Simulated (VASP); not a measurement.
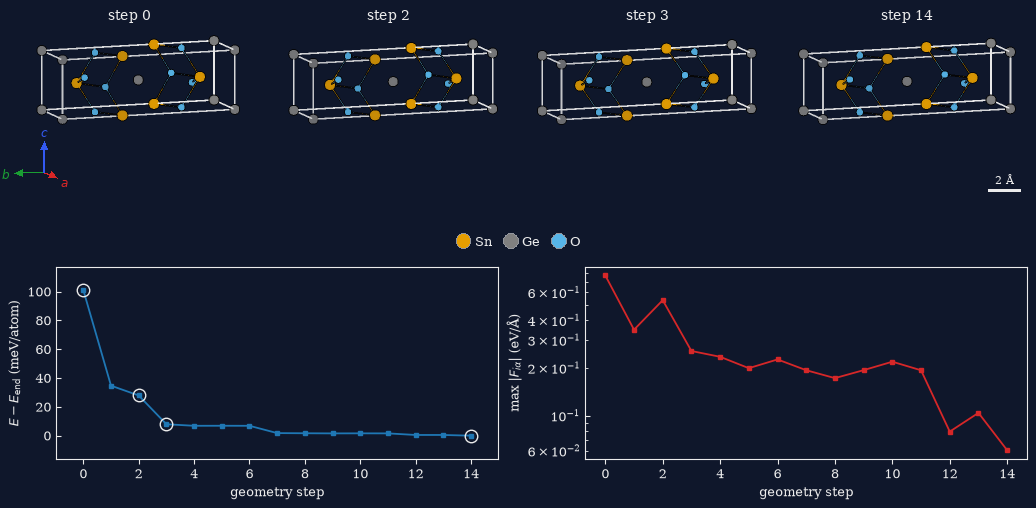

Frames of a relaxation of solid Sn2GeO2 (a generated structure, set up in Pnnm), marked on the history of the run. Style: ball-and-stick. Shown: the cell of the calculation, from a free direction.

The run lets cell and atoms move.

Method: VASP, Kohn-Sham DFT of a periodic cell, PBE, VASP PAW PBE potentials, recommended.

The input:
```
SYSTEM = Sn2GeO2
PREC = Normal
ENCUT = 520
EDIFF = 1E-4
ISMEAR = 0
SIGMA = 0.15
LREAL = Auto
LASPH = .True.
NELM = 60
ALGO = Fast
ISIF = 3
LWAVE = .False.
LCHARG = .False.
GGA = PE
IBRION = 2
NSW = 24
EDIFFG = -0.08
KPAR = 2
```

Run as
```bash
cat potpaw_PBE.64/Sn_d/POTCAR potpaw_PBE.64/Ge_d/POTCAR potpaw_PBE.64/O/POTCAR > POTCAR
mpirun -np 2 vasp_std > vasp.out
```

Describe the path.

Answer. The largest moves relative to the cell, 0.095 Å, are those of Sn atoms. By element the largest moves are Sn 0.095 Å, O 0.054 Å. Ge stays in place. The volume changes by −2.4 %, with a 3.950 → 3.703 Å (−6.3 %), b 11.700 → 12.732 Å (+8.8 %), c 3.850 → 3.682 Å (−4.4 %). Near-neighbour distances that change, for instance: O–Sn 2.416 → 2.222 Å, O–Sn 2.274 → 2.221 Å, O–Sn 2.213 → 2.219 Å. Bond angles that change, for instance: Sn–O–Sn 102.7° → 107.9°, Sn–O–Sn 117.1° → 113.0°, O–Sn–O 117.1° → 113.0°. The space group stays Pnnm (No. 58). The energy falls by 101 meV per atom in 14 geometry steps. Largest force component: 0.77 eV/Å at the start, 0.06 eV/Å at the end. Pressure: −3.06 GPa at the start and 0.32 GPa at the end. From step 0 to 2: Sn atoms move most (0.06 Å), volume −7.3 %, energy −73.2 meV per atom. From step 2 to 3: Sn atoms move most (0.02 Å), volume +3.3 %, energy −20.0 meV per atom. From step 3 to 14: Sn atoms move most (0.02 Å), volume +1.8 %, energy −7.9 meV per atom.

```
step  E − E(0), meV/atom  largest force component, eV/Å  pressure, GPa  volume, Å³/atom
   0                0.00                         0.7668          -3.06           17.793
   1              -66.37                         0.3486           1.55           16.907
   2              -73.19                         0.5354           5.32           16.502
   3              -93.16                         0.2559           0.70           17.050
   4              -94.24                         0.2352           2.41           16.941
   5              -94.21                         0.1993           1.48           16.967
   6              -94.24                         0.2263           1.77           16.956
   7              -99.31                         0.1935          -0.52           17.315
   8              -99.42                         0.1725          -0.51           17.345
   9              -99.51                         0.1937          -1.06           17.405
  10              -99.47                         0.2190          -0.23           17.366
  11              -99.51                         0.1933          -0.78           17.388
  12             -100.61                         0.0793           0.30           17.310
  13             -100.61                         0.1041           0.32           17.314
  14             -101.10                         0.0605           0.32           17.359
```
